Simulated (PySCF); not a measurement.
# C₂H₂F₂O: NMR shifts, electronic excitations and K edges in gas and solvents, part 2 of 2

PySCF 2.14.0. Atoms count from 0.

### 8 Core excitations: BHandHLYP/aug-pcX-1+pcseg-1

Job settings and geometry (Å):

```
{"job": {"kind": "xas", "xc": "BHandHLYP", "basis": {"default": "aug-pcX-1", "H": "pcseg-1"}}, "charge": 0, "multiplicity": 1}
O      1.500077     0.828168     0.739351
C      0.871871     0.203487    -0.064279
C     -0.607197    -0.115304     0.106280
F     -0.762582    -1.451604     0.033182
F     -1.277981     0.445443    -0.918475
H      1.308936    -0.200136    -1.012747
H     -0.999728     0.260027     1.066426
```

With the program's defaults for keys left out, this is: core-valence-separated TDA BHandHLYP/aug-pcX-1 H:pcseg-1, K edges, non-relativistic, gas phase.

What it wrote:

```text
coarse grid: 6672 points
cycle   1  E = -351.9012164191  dE =  7.869e-01  |g| = 9.706e-01  |ddm| = 2.679e+00
cycle   2  E = -351.7064219277  dE =  1.948e-01  |g| = 1.471e+00  |ddm| = 1.339e+00
cycle   3  E = -352.0750673435  dE = -3.686e-01  |g| = 1.242e-01  |ddm| = 8.844e-01
cycle   4  E = -352.0770507869  dE = -1.983e-03  |g| = 7.207e-02  |ddm| = 9.723e-02
cycle   5  E = -352.0778490484  dE = -7.983e-04  |g| = 9.115e-03  |ddm| = 4.459e-02
cycle   6  E = -352.0778671332  dE = -1.808e-05  |g| = 3.415e-03  |ddm| = 9.026e-03
cycle   7  E = -352.0778703341  dE = -3.201e-06  |g| = 9.607e-04  |ddm| = 4.673e-03
final grid: 67576 points
cycle   8  E = -352.1006110336  dE = -7.304e-05  |g| = 3.578e-03  |ddm| = 1.639e-02
cycle   9  E = -352.1006102939  dE =  7.398e-07  |g| = 3.879e-03  |ddm| = 3.823e-03
cycle  10  E = -352.1006125013  dE = -2.207e-06  |g| = 5.641e-04  |ddm| = 2.132e-03
cycle  11  E = -352.1006125371  dE = -3.585e-08  |g| = 3.839e-04  |ddm| = 4.719e-04
cycle  12  E = -352.1006125599  dE = -2.275e-08  |g| = 2.561e-05  |ddm| = 1.980e-04
cycle  13  E = -352.1006125602  dE = -2.623e-10  |g| = 1.533e-05  |ddm| = 3.627e-05
converged SCF energy = -352.1006125602

C K edge
   eV          f      from atoms
  282.966   0.07628   C1
  287.960   0.03017   C2
  288.923   0.02557   C1
  289.922   0.05859   C2
  290.104   0.00149   C1
  290.171   0.00401   C1
  290.513   0.00877   C1
  290.966   0.03985   C2
  291.164   0.05023   C2
  291.310   0.00018   C1
  291.344   0.00076   C1
  291.853   0.00319   C1

O K edge
   eV          f      from atoms
  528.170   0.05520   O0
  534.812   0.00029   O0
  535.327   0.00053   O0
  535.802   0.00497   O0
  536.057   0.00047   O0
  536.738   0.00628   O0
  536.809   0.00038   O0
  536.995   0.00199   O0

F K edge
   eV          f      from atoms
  685.205   0.01740   F4
  685.262   0.01647   F3
  687.427   0.01155   F3
  687.504   0.00899   F4
  687.940   0.02030   F3
  687.965   0.01935   F4
  688.339   0.00181   F3
  688.355   0.00252   F4
  688.735   0.00617   F4
  688.788   0.00573   F3
  689.257   0.00700   F4
  689.264   0.00684   F3
```

It took 3.3 s on 1 thread of AMD EPYC 9R45, shared host; peak memory 0.66 GiB.

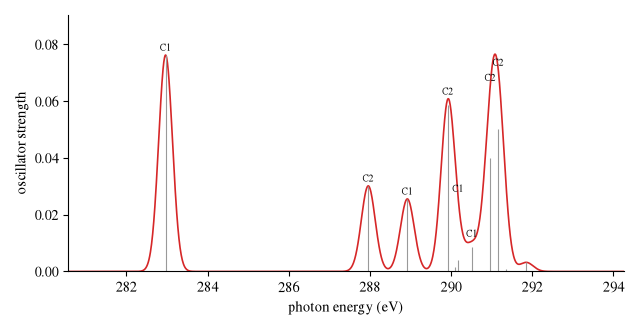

The C K edge. Lines are broadened to a width of 0.40 eV (Gaussian).

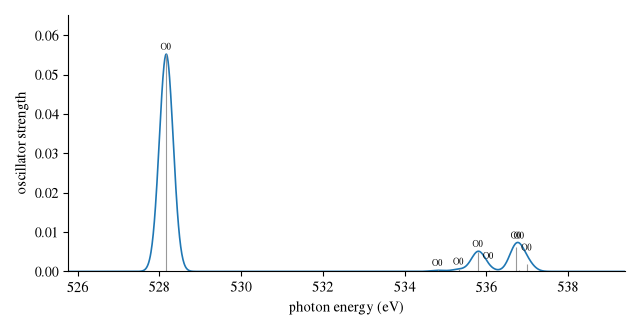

The O K edge. Lines are broadened to a width of 0.40 eV (Gaussian).

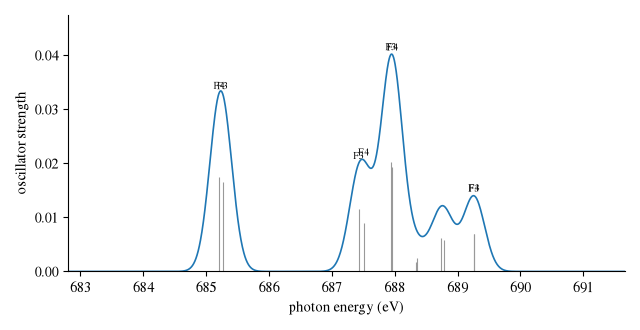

The F K edge. Lines are broadened to a width of 0.40 eV (Gaussian).

### 9 Side by side: NMR shifts

Shifts (ppm), means over like atoms, with basis size and wall time:

```csv
run,C1,C2,H5,H6,O0,F3,functions,time
PBE0/pcSseg-1 in acetone,201.6,114.2,9.56,5.47,693.2,-144.0,95,2.5 s
PBE0/pcSseg-1 in acetonitrile,201.8,114.2,9.57,5.48,692.3,-144.0,95,1.9 s
```

The continuum's effect on the ground state:

```csv
solvent,ε,polarisation energy (Eh),μ (D)
acetone,20.49,-0.0076,0.74
acetonitrile,35.69,-0.0079,0.74
```

### 10 Run by run: electronic excitations

Excitations and ground-state properties, with basis size and wall time:

```csv
run,lowest singlet (eV),brightest (eV),f,gap (eV),α (Å³),μ (D),functions,time
PBE0/def2-SVPD,4.06,8.94,0.052,6.46,4.50,0.55,125,3.5 s
PBE0/def2-SVPD in acetone,4.10,8.84,0.121,6.50,5.48,0.75,125,2.9 s
PBE0/def2-SVPD in acetonitrile,4.11,8.84,0.123,6.50,5.52,0.76,125,2.9 s
```

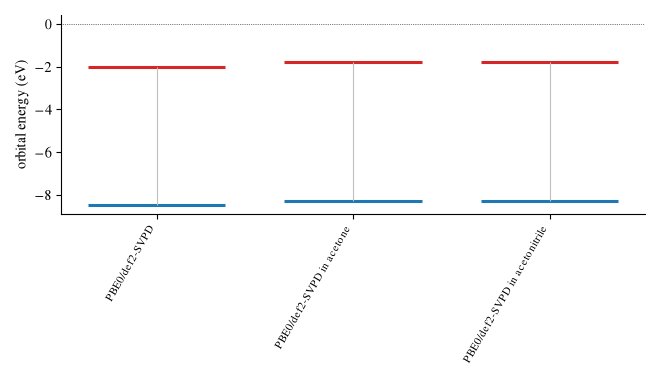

HOMO (blue) and LUMO (red) run by run.

The continuum's effect on the ground state:

```csv
solvent,ε,polarisation energy (Eh),μ (D)
acetone,20.49,-0.0079,0.75
acetonitrile,35.69,-0.0082,0.76
```

### 11 What came out

The summary covers parts 1 to 2.

```
                                                                          quantity                                                  value
                                              rotational constants (main isotopes)                                   9.45, 3.90, 3.03 GHz
                                   13C shifts against TMS (PBE0/pcSseg-1, acetone)                                       201.6, 114.2 ppm
                                    1H shifts against TMS (PBE0/pcSseg-1, acetone)                                         9.56, 5.47 ppm
                                   17O shifts against H2O (PBE0/pcSseg-1, acetone)                                              693.2 ppm
19F shifts against CFCl3 (PBE0/pcSseg-1, acetone, means over atoms taken as alike)                                             -144.0 ppm
                                                   lowest singlet (PBE0/def2-SVPD)                            4.06 eV (306 nm), f = 0.000
                                          brightest single state of those computed                            state 6, 8.94 eV, f = 0.052
                                                                          C K edge  first line 282.97 eV, strongest 282.97 eV (f = 0.076)
                                                                          O K edge  first line 528.17 eV, strongest 528.17 eV (f = 0.055)
                                                                          F K edge  first line 685.21 eV, strongest 687.94 eV (f = 0.020)
                                                          range of the shift of O0                                     692.3 to 693.2 ppm
                                                       range of the lowest singlet                                        4.06 to 4.11 eV
```

Relaxing lowered the energy by 0.039 eV in 10 steps; the close pair that moved most is C1–C2, from 1.552 to 1.523 Å. No frequency check was run at this level, so the end point may be a saddle. C1 (aldehyde carbonyl carbon) lies farthest downfield among carbon, at 201.6 ppm; low-lying n→π* states of the double bond to the heteroatom give a large paramagnetic term (-266 ppm). H5 (hydrogen on an aldehyde carbonyl carbon) lies farthest downfield among hydrogen, at 9.56 ppm; the C=O anisotropy and electron withdrawal place aldehyde protons far downfield. At PBE0/pcSseg-1: The widest tensor belongs to O0: span 1355 ppm, with a paramagnetic part of -749 ppm. The lowest singlet, at 4.06 eV, is HOMO→LUMO 0.99 and is dark; of the 6 states computed, the strongest absorption comes from state 6 at 8.94 eV (the last computed, so partners may be missing). States above −ε(HOMO) lie where TDDFT describes them poorly and they hang on the basis; the brightest is among them. At the O edge the strongest single line lifts a 1s electron of O0 into LUMO (weight 0.92), and it is the first line. At the F edge the strongest single line lifts a 1s electron of F3 into several orbitals, led by LUMO+2 (weight 0.41), 2.7 eV above the first line. Absolute edge energies from this method are off by several eV; spacings are better. Across the 2 runs the shift of O0 moves most, between 692.3 (PBE0/pcSseg-1 in acetonitrile) and 693.2 ppm (PBE0/pcSseg-1 in acetone). The continuum holds electrostatics alone: no hydrogen bonds to the solvent, and the gas-phase geometry is kept. The lowest singlet runs from 4.06 eV (PBE0/def2-SVPD) to 4.11 eV (PBE0/def2-SVPD in acetonitrile), while the orbital gap spans 6.46 to 6.50 eV. The lowest state need not be the same one in every run.
